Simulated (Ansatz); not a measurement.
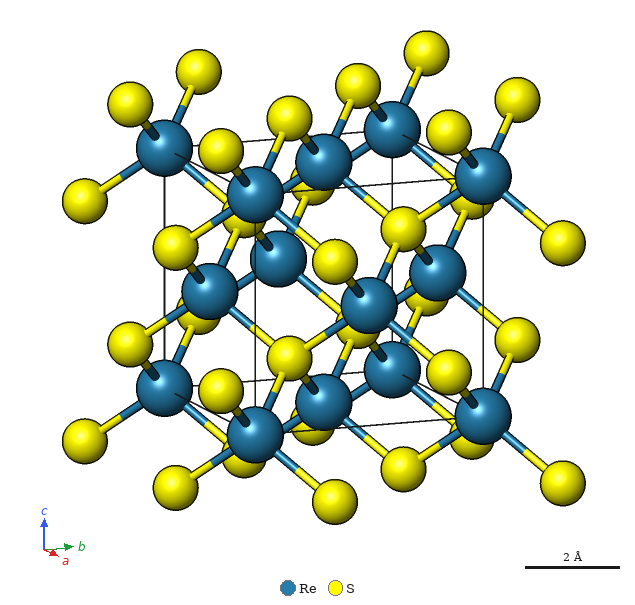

Shown here is a ball-and-stick view of the crystal, taken slightly off an axis. The frame is the conventional unit cell; atoms at its boundary are shown with their periodic copies. The first bonded neighbours in the surrounding cells are also shown.

ReS, zinc blende (sphalerite type), space group F-43m (No. 216), a = 5.237 Å, b = 5.237 Å, c = 5.237 Å, α = 90.00°, β = 90.00°, γ = 90.00°. The initial geometry was a structure type filled with these elements by a generator (whether the compound takes this form wasn't checked). Earlier steps of the study, as a rule a relaxation of our own, may have changed the cell and positions, so they can lie some per cent off the listed ones. It went into a calculation with Ansatz.

This one geometry was computed with Ansatz (DFT, plane waves, PAW) at five levels of theory: r2SCAN, PBE with spin-orbit coupling, PBE, PBEsol and LDA.

Question: Which level gives the highest pressure at this volume, and what does that say about its equilibrium volume?

Answer: Highest: PBE with spin-orbit coupling (0.6 GPa), which points to the largest equilibrium volume. Lowest, with the smallest volume: LDA (-8.5 GPa). Levels within 0.5 GPa of each other can't be told apart.

Question: How does the band gap change with the level of theory?

Answer: All levels give a metal.

Question: Collect the results in a table.

Answer:
| level | cutoff (eV) | k-mesh of the run's cell | gap (eV) | pressure (GPa) |
| --- | --- | --- | --- | --- |
| r2SCAN | 500 | 12×12×12 | metal | -2.8 |
| PBE with spin-orbit coupling | 420 | 12×12×12 | metal | 0.6 |
| PBE | 420 | 12×12×12 | metal | 0.0 |
| PBEsol | 420 | 12×12×12 | metal | -5.5 |
| LDA | 420 | 12×12×12 | metal | -8.5 |

Gaps are taken on the k-mesh or band path of each run.
